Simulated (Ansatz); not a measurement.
# SnH2 (SMILES [H][Sn][H]): methods side by side

SnH2: 3 atoms, total charge 0, spin state singlet. SMILES: `[H][Sn][H]`. The shape comes from GFN2-xTB, which is rough for such elements, and wasn't checked as a minimum.

```xyz
3

Sn    0.0052   -0.0089   -0.8701
H     1.2365   -0.0178    0.4428
H    -1.2416    0.0266    0.4273
```

Each level gives the energy change with the Sn1–H2 bond stretched from 1.800 to 2.250 Å (eV). The values are calculated.

| level | kind | program | value (eV) | less FCI/STO-3G | CPU time (all runs) |
| --- | --- | --- | --- | --- | --- |
| SVWN5/STO-3G (restricted) | LDA | Ansatz | 1.35 | +0.07 | 1.7 s |
| BLYP/STO-3G (restricted) | GGA | Ansatz | 1.25 | -0.03 | 2.5 s |
| r2SCAN/STO-3G (restricted) | meta-GGA | Ansatz | 1.38 | +0.10 | 5.8 s |
| PBE0/STO-3G (restricted) | global hybrid | Ansatz | 1.42 | +0.14 | 2.5 s |
| CAM-B3LYP/STO-3G (restricted) | range-separated hybrid | Ansatz | 1.52 | +0.24 | 3 s |
| wB97M-V/STO-3G (restricted) | range-separated hybrid | Ansatz | 1.52 | +0.24 | 26 s |
| B2PLYP/STO-3G (restricted) | double hybrid | Ansatz | 1.46 | +0.18 | 3.5 s |
| FCI/STO-3G | exact in the basis | Ansatz | 1.28 | 0.00 | 1.4 s |

FCI/STO-3G is exact within its basis and frozen core, so for wave-function methods in that basis the difference is their error; functionals converge differently with the basis, so for them it is only a difference. All-electron rows without a relativistic Hamiltonian named are non-relativistic. The first shape isn't each level's own minimum. The values span 1.25 to 1.52 eV. All rows use very small basis sets, so even the best lies far from the true value. CPU times are rough (shared hosts, several kinds of processor): they show what a rung costs within a factor of a few.

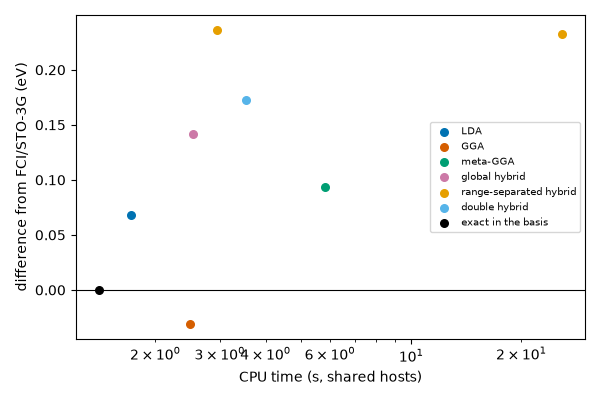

Difference from FCI/STO-3G against processor time, one point a level.
